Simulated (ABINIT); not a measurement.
# Quasiparticle gap of NaF (Villiaumite) in ABINIT, part 2 of 2

Aim: the G0W0 gap of NaF (Villiaumite) on PBE, step by step.

ABINIT 10.8.3; PBE and many-body steps on it, plane waves. Known limits of the many-body steps: not at the basis limit; coarse k mesh.

So far. Step 2 (Ground state): The gap is direct, at Γ. Step 3 (Bands along the symmetry lines): The gap is 6.390 eV, as in the run before at this level.

The database entry behind the starting cell differs from later determinations by our own check (0.1 to 0.3 % short, probably kX units), so it need not match the best structure at ambient conditions.

## (4) Empty states on the mesh, 4×4×4 mesh, 129 bands

Level of this step: DFT, PBE, plane waves, norm-conserving pseudopotentials (ABINIT).

The sums over transitions need many empty states on a uniform mesh; this step solves for them.

run.abi reads:

```
acell 3*1.0 Angstrom
rprim 
  0.000000000000 2.310000000000 2.310000000000
  2.310000000000 0.000000000000 2.310000000000
  2.310000000000 2.310000000000 0.000000000000
ntypat 2
znucl 11 9
natom 2
typat 1 2
xred 
  0.000000000000 0.000000000000 0.000000000000
  0.500000000000 0.500000000000 0.500000000000
pp_dirpath "pseudos"
pseudos "Na.upf, F.upf"
ecut 38
ngkpt 4 4 4
nshiftk 1
shiftk 0 0 0
kptopt 1
chksymbreak 0
irdden 1
istwfk *1
nband 129
prtvol 0
optdriver 6
gwr_task "HDIAGO"
paral_kgb 0
occopt 1
indata_prefix "in"
outdata_prefix "out"
tmpdata_prefix "tmp"
```

Started as:

```sh
$ OMP_NUM_THREADS=1 mpirun -n 8 abinit run.abi > log
```

Numbers of over 12 decimals in the logs are rounded to 6 here.

The program printed:

```text
[banner, memory and clock lines left out]
.Version 10.8.3 of ABINIT. v10.8.2 released Aug 2026.

 Symmetries : space group Fm -3 m (#225); Bravais cF (face-center cubic)
[... echo of the input left out ...]
== DATASET  1 ==================================================================
-   mpi_nproc: 8, omp_nthreads: 1 (-1 if OMP is not activated)

--- !DatasetInfo
iteration_state: {dtset: 1, }
dimensions: {natom: 2, nkpt: 8, mband: 129, nsppol: 1, nspinor: 1, nspden: 1, mpw: 1880, }
cutoff_energies: {ecut:  38.0, pawecutdg:  -1.0, }
electrons: {nelect:   1.60000000E+01, charge:   0.00000000E+00, occopt:   1.00000000E+00, tsmear:   1.00000000E-02, }

.Using double precision arithmetic; gwpc =  8

- Reading GS density from: in_DEN

--- Pseudopotential description ------------------------------------------------
- Na Generated using ONCVPSP code by D. R. Hamann
- 11.00000   9.00000  171031                  znucl, zion, pspdat
12 -101130 1 -1 1992                          pspcod,pspxc,lmax,lloc,mmax
     nproj     2     2     0
  pspatm : epsatm=    9.36084378
         --- l  ekb(1:nproj) -->
             0    2.667291   -0.676599
             1   -6.743718   -2.407365
 pspatm: atomic psp has been read  and splines computed

- F Generated using ONCVPSP code by D. R. Hamann
-  9.00000   7.00000  171031                  znucl, zion, pspdat
12 -101130 2 -1 832                           pspcod,pspxc,lmax,lloc,mmax
     nproj     2     2     1
  pspatm : epsatm=    4.87625608
         --- l  ekb(1:nproj) -->
             0    6.519403    1.070094
             1   -3.955629   -1.291931
             2   -2.441503
 pspatm: atomic psp has been read  and splines computed

   2.27793598E+02                                ecore*ucvol(ha*bohr**3)

 Total charge density [el/Bohr^3]
)     Maximum=    2.7052E+00  at reduced coord.    0.9722    0.9722    0.9722
)     Minimum=    2.4600E-03  at reduced coord.    0.2500    0.2500    0.2500
   Integrated=    1.6000E+01

 === KS gaps after direct diagonalization ===
 Direct band gap semiconductor
 Fundamental gap:     6.390 (eV)
   VBM:    -1.330 (eV) at k: [ 0.0000E+00,  0.0000E+00,  0.0000E+00]
   CBM:     5.060 (eV) at k: [ 0.0000E+00,  0.0000E+00,  0.0000E+00]
 Direct gap:         6.390 (eV) at k: [ 0.0000E+00,  0.0000E+00,  0.0000E+00]

== END DATASET(S) ==============================================================

 -outvars: echo values of variables after computation  --------
           etotal      0.0000000000E+00
            nband         129
             nkpt           8
          spgroup         225
 [... the other variables as echoed above ...]

 Calculation completed.
```

Elapsed: 5 s, on 8 MPI ranks of Intel Xeon 6975P-C (Granite Rapids), shared host; peak memory 2 GiB; 38 s of CPU time.

Numbers from this step:

```
gap                                                           : 6.390 eV
k of the valence top                                          : 0, 0, 0
k of the conduction bottom                                    : 0, 0, 0
least direct gap                                              : 6.390 eV
k points computed                                             : 8
lowest point of the top converged band, above the valence top : 153.1510 eV
```

On this mesh the gap is 6.390 eV.

## (5) Screening, 4×4×4 mesh, 121 bands, screening to 217.7 eV

The RPA dielectric matrix is built and inverted for each q.

This step: RPA screening on PBE, plane waves, norm-conserving pseudopotentials.

Edit run.abi of step 4 so:

```diff
@@ -20,10 +20,11 @@
 chksymbreak 0
-irdden 1
 istwfk *1
-nband 129
-prtvol 0
-optdriver 6
-gwr_task "HDIAGO"
-paral_kgb 0
 occopt 1
+irdwfk 1
+optdriver 3
+nband 121
+ecuteps 8
+inclvkb 2
+awtr 1
+symchi 1
 indata_prefix "in"
```

The program printed:

```text
.Version 10.8.3 of ABINIT. v10.8.2 released Aug 2026.

 Symmetries : space group Fm -3 m (#225); Bravais cF (face-center cubic)
[... echo of the input left out ...]
== DATASET  1 ==================================================================
-   mpi_nproc: 8, omp_nthreads: 1 (-1 if OMP is not activated)

--- !DatasetInfo
iteration_state: {dtset: 1, }
dimensions: {natom: 2, nkpt: 8, mband: 121, nsppol: 1, nspinor: 1, nspden: 1, mpw: 1880, }
cutoff_energies: {ecut:  38.0, pawecutdg:  -1.0, }
electrons: {nelect:   1.60000000E+01, charge:   0.00000000E+00, occopt:   1.00000000E+00, tsmear:   1.00000000E-02, }

 SCREENING: Calculation of the susceptibility and dielectric matrices

 Based on a program developped by R.W. Godby, V. Olevano, G. Onida, and L. Reining.
 Incorporated in ABINIT by V. Olevano, G.-M. Rignanese, and M. Torrent.
.Using double precision arithmetic ; gwpc =  8

[... cell and pseudopotentials left out ...]
--------------------------------------------------------------------------------

 ==== K-mesh for the wavefunctions ====
 Number of points in the irreducible wedge :     8
[... list of points left out ...]
 Together with 48 symmetry operations and time-reversal symmetry
 yields    64 points in the full Brillouin Zone.

 ==== Q-mesh for the screening function ====
 Number of points in the irreducible wedge :     8
[... list of points left out ...]
 Together with 48 symmetry operations and time-reversal symmetry
 yields    64 points in the full Brillouin Zone.

 setmesh: FFT mesh size selected  =    25x   25x   25
          total number of points  =        15625

 vcoul_init : cutoff-mode = AUXILIARY_FUNCTION
 q-points for optical limit:   1
     1)      0.000010    0.000020    0.000030

- screening: taking advantage of time-reversal symmetry
- Maximum band index for partially occupied states nbvw = 8
- Remaining bands to be divided among processors   nbcw = 113
- Number of bands treated by each node ~14

 Number of electrons calculated from density =   16.0000; Expected =   16.0000
 average of density, n =  0.096174
 r_s =    1.3540
 omega_plasma =   29.9147 [eV]

 calculating chi0 at frequencies [eV] :
  1    0.000000E+00    0.000000E+00
  2    0.000000E+00    2.991468E+01

--------------------------------------------------------------------------------
  q-point number  1        q = ( 0.000000, 0.000000, 0.000000) [r.l.u.]
--------------------------------------------------------------------------------
[... chi0 elements left out ...]
 For q-point:  0.000010 0.000020 0.000030
  dielectric constant =   1.8016
  dielectric constant without local fields =   1.9006

  Average fulfillment of the sum rule on Im[epsilon] for q-point    1 :     71.76  [%]
[... wings left out ...]
  q-point number  2        q = ( 0.250000, 0.000000, 0.000000) [r.l.u.]
--------------------------------------------------------------------------------
[... chi0 elements left out ...]
  Average fulfillment of the sum rule on Im[epsilon] for q-point    2 :     82.70  [%]

 [... 6 further q-points ...]
```

Run time: 6 s. Hardware: 8 MPI ranks; peak memory 1 GiB.

This step gave:

```
ε∞ with local fields, on this mesh, along the program's q direction : 1.802
the same without local fields                                       : 1.901
plasma frequency                                                    : 29.91 eV
plane waves in the screening matrix                                 : 169
```

Local fields lower ε∞ by 5 %. On a Γ-centred mesh this coarse the value itself is usually too large, while a short band sum pulls it down.

## (6) Self-energy, 4×4×4 mesh, 121 bands, screening to 217.7 eV

The self-energy is evaluated for the states that the input lists, and the levels follow from it, in one-shot runs by the linearised quasiparticle equation.

This step: G0W0 on PBE, plane waves, norm-conserving pseudopotentials.

Edit run.abi of step 5 so:

```diff
@@ -23,8 +23,15 @@
 irdwfk 1
-optdriver 3
+optdriver 4
 nband 121
+gwcalctyp 0
+ecutsigx 38
+symsigma 1
+nkptgw 1
+kptgw 
+  0.0000000000 0.0000000000 0.0000000000
+bdgw 
+  6 12
 ecuteps 8
-inclvkb 2
-awtr 1
-symchi 1
+irdscr 1
+ppmodel 1
 indata_prefix "in"
```

The program printed:

```text
.Version 10.8.3 of ABINIT. v10.8.2 released Aug 2026.

 Symmetries : space group Fm -3 m (#225); Bravais cF (face-center cubic)
[... echo of the input left out ...]
== DATASET  1 ==================================================================
-   mpi_nproc: 8, omp_nthreads: 1 (-1 if OMP is not activated)

--- !DatasetInfo
iteration_state: {dtset: 1, }
dimensions: {natom: 2, nkpt: 8, mband: 121, nsppol: 1, nspinor: 1, nspden: 1, mpw: 1880, }
cutoff_energies: {ecut:  38.0, pawecutdg:  -1.0, }
electrons: {nelect:   1.60000000E+01, charge:   0.00000000E+00, occopt:   1.00000000E+00, tsmear:   1.00000000E-02, }

 SIGMA: Calculation of the GW corrections

 Based on a program developped by R.W. Godby, V. Olevano, G. Onida, and L. Reining.
 Incorporated in ABINIT by V. Olevano, G.-M. Rignanese, and M. Torrent.
.Using double precision arithmetic ; gwpc =  8

[... cell and pseudopotentials left out ...]
--------------------------------------------------------------------------------

 ==== K-mesh for the wavefunctions ====
 Number of points in the irreducible wedge :     8
[... list of points left out ...]
 Together with 48 symmetry operations and time-reversal symmetry
 yields    64 points in the full Brillouin Zone.

 ==== Q-mesh for screening function ====
 Number of points in the irreducible wedge :     8
[... list of points left out ...]
 Together with 48 symmetry operations and time-reversal symmetry
 yields    64 points in the full Brillouin Zone.

 vcoul_init : cutoff-mode = AUXILIARY_FUNCTION
 q-points for optical limit:   1
     1)      0.000010    0.000020    0.000030
 setmesh: FFT mesh size selected  =    36x   36x   36
          total number of points  =        46656

 Number of electrons calculated from density =   16.0000; Expected =   16.0000
 average of density, n =  0.096174
 r_s =    1.3540
 omega_plasma =   29.9147 [eV]

 === KS Band Gaps ===
  >>>> For spin  1
   Minimum direct gap =   6.3895 [eV], located at k-point      :   0.0000  0.0000  0.0000
   Fundamental gap    =   6.3895 [eV], Top of valence bands at :   0.0000  0.0000  0.0000
                                       Bottom of conduction at :   0.0000  0.0000  0.0000
 SIGMA fundamental parameters:
 PLASMON POLE MODEL  1
 number of plane-waves for SigmaX                 1837
 number of plane-waves for SigmaC and W            169
 number of plane-waves for wavefunctions          1837
 number of bands                                   121
 number of independent spin polarizations            1
 number of spinorial components                      1
 number of k-points in IBZ                           8
 number of q-points in IBZ                           8
 number of symmetry operations                      48
 number of k-points in BZ                           64
 number of q-points in BZ                           64
 number of frequencies for dSigma/dE                 9
 frequency step for dSigma/dE [eV]                0.25
 number of omega for Sigma on real axis              0
 max omega for Sigma on real axis  [eV]           0.00
 zcut for avoiding poles [eV]                     0.10

 EPSILON^-1 parameters (SCR file):
 dimension of the eps^-1 matrix on file            169
 dimension of the eps^-1 matrix used               169
 number of plane-waves for wavefunctions          1837
 number of bands                                   121
 number of q-points in IBZ                           8
 number of frequencies                               2
 number of real frequencies                          1
 number of imag frequencies                          1

 matrix elements of self-energy operator (all in [eV])

 Perturbative Calculation

--- !SelfEnergy_ee
iteration_state: {dtset: 1, }
kpoint     : [   0.000,    0.000,    0.000, ]
spin       : 1
KS_gap     :    6.390
QP_gap     :   10.516
Delta_QP_KS:    4.127
data: !SigmaeeData |
     Band     E0 <VxcDFT>   SigX SigC(E0)      Z dSigC/dE  Sig(E)    E-E0       E
        6  -1.330 -22.508 -30.156   4.344   0.824  -0.214 -25.230  -2.722  -4.051
        7  -1.330 -22.508 -30.156   4.344   0.824  -0.214 -25.230  -2.722  -4.051
        8  -1.330 -22.508 -30.156   4.344   0.824  -0.214 -25.230  -2.722  -4.051
        9   5.060  -9.465  -5.278  -2.634   0.905  -0.105  -8.060   1.405   6.465
       10  17.827  -7.169  -2.163  -3.181   0.904  -0.106  -5.519   1.650  19.477
       11  17.827  -7.169  -2.163  -3.181   0.904  -0.106  -5.519   1.650  19.477
       12  17.827  -7.169  -2.163  -3.181   0.904  -0.106  -5.519   1.650  19.477

== END DATASET(S) ==============================================================
================================================================================

 -outvars: echo values of variables after computation  --------
           etotal      0.0000000000E+00
            nband         121
             nkpt           8
          spgroup         225
 [... the other variables as echoed above ...]

 Calculation completed.
```

Run time: 2.7 s. Hardware: 8 MPI ranks; peak memory 0.13 GiB; 19 s of CPU time.

This step gave:

- G0W0 gap on the points computed: 10.52 eV
- starting gap on the mesh: 6.390 eV
- k of the valence top: 0, 0, 0
- k of the conduction bottom: 0, 0, 0
- Z at the valence top: 0.824
- Z at the conduction bottom: 0.905
- least direct G0W0 gap on the computed points: 10.52 eV

The gap on the mesh goes from 6.39 eV to 10.52 eV, a correction of +4.13 eV.

Limits: finite bands, cutoff and mesh; coarse k mesh. v1 is the top filled band, c1 the lowest empty one. Levels before and after the correction, in eV, zero at the valence-band top of each column:

```csv
,conduction bottom,valence top
Kohn-Sham,6.39,0.00
G0W0,10.52,0.00
```

```csv
,level,energy (eV)
Kohn-Sham,Γ v3-v1,0.000
Kohn-Sham,Γ c1,6.390
Kohn-Sham,Γ c2-c4,19.156
G0W0,Γ v3-v1,0.000
G0W0,Γ c1,10.516
G0W0,Γ c2-c4,23.528
```

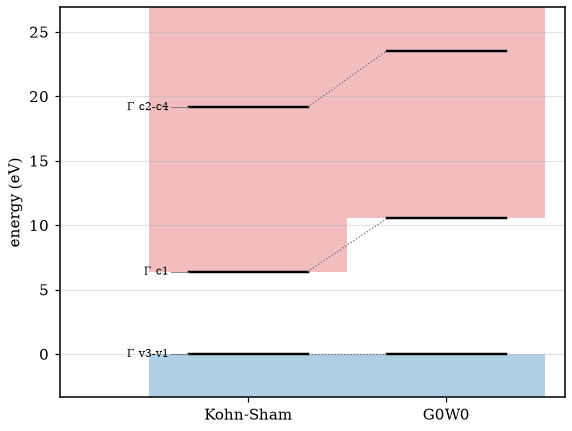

Levels before and after the correction. Shaded: valence and conduction bands.

## (7) Where the time went

Times are wall times on 8 MPI ranks of Intel Xeon 6975P-C (Granite Rapids), shared host, good to a factor of about two.

```csv
step,time,share,memory (GiB)
ground state,5.1 s,24 %,0.59
bands along the symmetry lines,2.9 s,13 %,0.07
empty states on the mesh,5 s,23 %,2.0
screening,6 s,28 %,1.0
self-energy,2.7 s,12 %,0.13
```

## (8) Results

- PBE gap: 6.39 eV, direct
- G0W0 gap on the mesh: 10.52 eV
- GW settings: 4×4×4 mesh, 121 bands, screening to 217.7 eV, Godby-Needs plasmon pole
- known limits: not at the basis limit; coarse k mesh

In words: G0W0 moves the gap on the mesh from 6.39 eV to 10.52 eV (+4.13 eV), with Z of 0.82 and 0.91 at the edges. Local fields lower the RPA ε∞ on this mesh from 1.90 to 1.80; a Γ-centred mesh this coarse tends to raise both, most where the direct gap is narrow, while a short band sum lowers them. Only 1 of the mesh's irreducible points was corrected, so a valley elsewhere could overtake. Bands and cutoff are finite, so the gap is not at the basis limit. The miss can reach some tenths of an eV and take either sign; the mesh is an error of its own. In the G0W0 run levels were corrected at 1 k point alone, so a gap called «on the mesh» is the least over those, and an edge elsewhere would be missed. The 4×4×4 mesh is coarse for this cell, which bears on the long-range parts of exchange and screening.

[Paths, hosts, dates, memory and timing lines, banners, echoed tables and standing remarks are left out of the program output.]

[Logs are printed without paths, hosts, clocks, repeated set-up lines and the standing remarks that a program may print on its own settings, such as how far it seeks lower states.]

[Runs of the session that timed out or met a known fault of the program may be left out.]

[Hosts, paths, dates, database ids (printed as entryN), source tags and the programs' standing remarks are cut or masked in the printed files.]

[G0W0 gaps are taken among the corrected bands and points alone; a level outside them can change the order at an edge.]

[Where Ansatz stands beside ABINIT at settings called matched, ABINIT's density can come from a denser mesh and the files from another edition; pairs whose starting gaps differed by over 0.03 eV were left out, so agreement reads better than it is.]
